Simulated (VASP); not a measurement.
Band structure of TiAl (L1_0). Calculation: optB88-vdW, VASP's PBE PAW potentials (set 64) (plane waves; VASP 6.6.1).

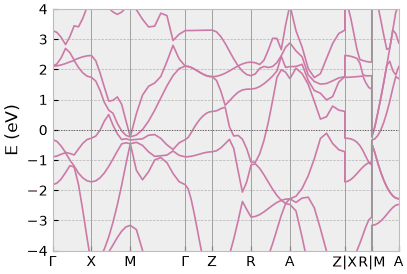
Figure. Bands along high-symmetry lines, zero at the valence-band maximum or, without a gap, the Fermi level

Q: Read the plot: is there a gap, and where are the band edges?

A: It has no gap at this level: it comes out as a metal or semimetal. (Edges off the drawn lines would not show.)

The compound is TiAl in the L1_0 structure. It was relaxed first. The electron count is odd and the run is not spin-polarised, which forces a metal.
